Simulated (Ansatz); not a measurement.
# B$_{2}$H$_{5}$O (charge +1): what the fields show

Input file:

```
crystal:
  periodic: [false, false, false]
  atoms:
    - {symbol: B, position_ang: [-0.712836, 0.860021, -0.872990]}
    - {symbol: B, position_ang: [-0.237745, 0.035585, 0.488078]}
    - {symbol: O, position_ang: [0.890177, -0.883056, 0.498058]}
    - {symbol: H, position_ang: [-1.536160, 0.399341, -1.603324]}
    - {symbol: H, position_ang: [-0.279640, 1.947382, -1.104201]}
    - {symbol: H, position_ang: [-0.728709, 0.085981, 1.567711]}
    - {symbol: H, position_ang: [1.444568, -1.083847, -0.274807]}
    - {symbol: H, position_ang: [1.160344, -1.361405, 1.301474]}
basis:
  gaussian: {orbitals: def2-TZVPP}
total_charge: 1
hamiltonian: {xc: pbe0, dispersion: d4}
output: {orbitals: {seedname: orbitals}}
```

Command:

```sh
ansatz run in.yaml --threads 2 --pin off --events-out ev --progress --plain --max-ram 4352MiB
```

Geometry: PBE0-D4/def2-TZVP.

These are results of RKS PBE0-D4/def2-TZVPP in Ansatz, not measurements.

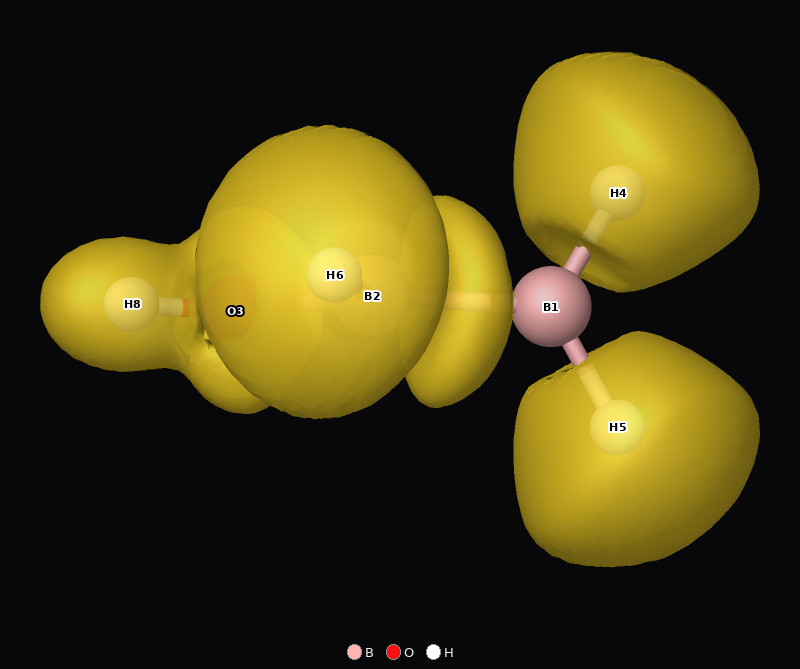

Figure 1. Isosurface of the ELF at 0.8 (yellow), seen from one side. Core shells and regions of very low density are left out.

### What do the ELF domains correspond to?

The surface consists of one region between bonded B–B atoms (shared pairs), three regions around hydrogen nuclei and one joined region spread over several atoms (H, O), in which their bonds and any lone pairs are merged. Profiles from the grid: B–O (1.45 Å): the ELF peaks at about 0.90 between the atoms: a polar covalent bond. B–B (1.66 Å): the ELF peaks at about 1 between the atoms (localised, covalent bonding).

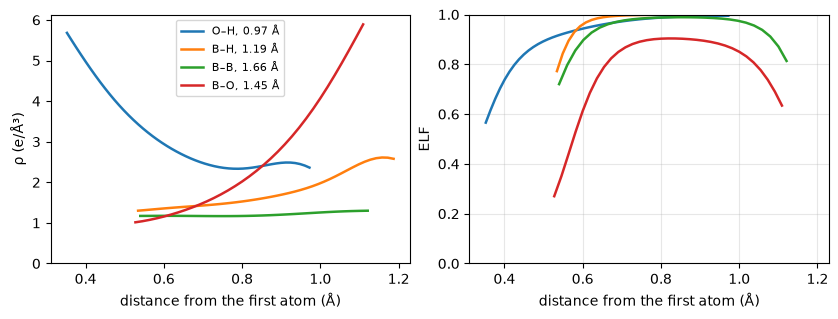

Figure 2. Total electron density and electron localisation function along straight lines between neighbouring atoms. The curves leave out the atomic cores.

### Compare the contacts.

O–H (0.97 Å): ρ at the midpoint is about 3.9 e/Å³; the ELF climbs to about 1 towards the hydrogen, as it does in any bond to H (a covalent bond by its length).
B–H (1.19 Å): the density is about 1.4 e/Å³ at the midpoint; the ELF climbs to about 1 towards the hydrogen: an ordinary covalent bond to hydrogen.
B–B (1.66 Å): the density is about 1.2 e/Å³ at the midpoint; the ELF peaks at about 1 between the atoms (a covalent bond).
B–O (1.45 Å): ρ is about 1.6 e/Å³ halfway; the ELF peaks at about 0.90 between the atoms, as expected for a polar covalent bond.

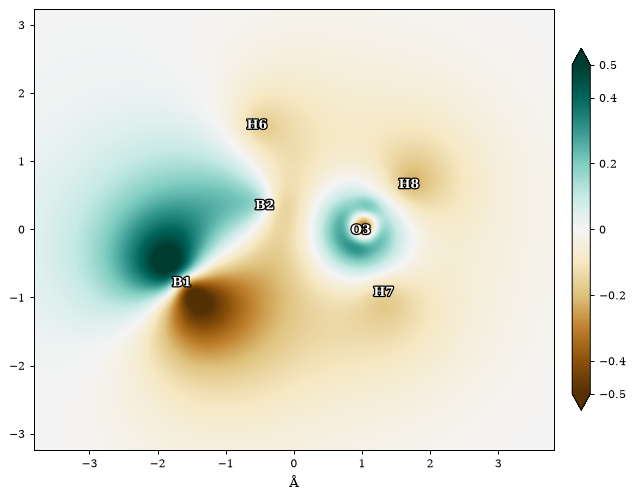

Figure 3. The LUMO on the plane of atoms H7, O3 and H8 (values in Å⁻³ᐟ²; the overall sign is arbitrary).

### Describe this orbital and give its energy.

It lies mainly on B1 (about 50 %), B2 (about 15 %), H7 (about 10 %) and O3 (about 5 %). Its energy is −7.45 eV.
